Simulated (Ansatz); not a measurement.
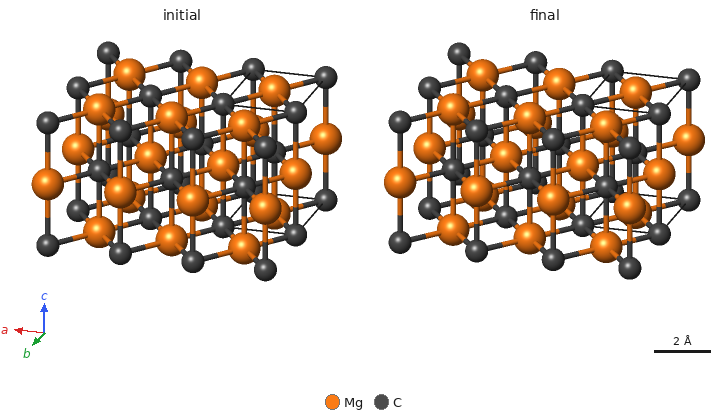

The structure of solid MgC (a generated structure, set up in Immm) before (left) and after (right) a relaxation, at one scale.

The picture is a ball-and-stick view of the conventional cell (2 times the calculation's cell), repeated 3 × 2 × 1 with one cell outlined, seen from a free direction. Lengths and directions refer to the drawn axes.

Level of theory: Ansatz 0.2.0, DFT PBE, scalar-relativistic, plane waves, PAW. Settings: plane-wave cutoff 420 eV; k-point mesh 24 × 24 × 24; occupations gaussian; smearing width 0.1 eV; no spin polarisation; cell and atoms relaxed; force threshold 0.01 eV/Å; at most 80 steps.

**Describe what moved and what it gained.**

The atoms keep their places relative to the cell (all moves are under 0.005 Å). The volume changes by +1.2 %, with a 2.749 → 2.902 Å (+5.6 %), b 3.668 → 3.583 Å (−2.3 %), c 4.750 → 4.660 Å (−1.9 %). Some distances before and after: Mg–Mg 2.749 → 2.902 Å, C–Mg 2.375 → 2.330 Å, C–Mg 2.292 → 2.306 Å. Bond angles that change, for instance: C–Mg–C 106.3° → 102.0°, Mg–C–Mg 106.3° → 102.0°, C–Mg–C 73.7° → 78.0°. The space group stays Immm (No. 71). The energy falls by 22.8 meV per cell of the calculation in 5 accepted moves (7 points after the start). All forces vanish by symmetry, so only the cell relaxes. The pressure goes from 0.30 to 0.00 GPa. The SCF was repeated twice at an unchanged geometry on a basis and grid sized afresh for the cell, which shifted the energy by 1.1 meV per cell of the calculation at most. The run took 3.4 min on 1 thread of Arm Neoverse V2, on a shared host, peak memory 0.83 GiB.
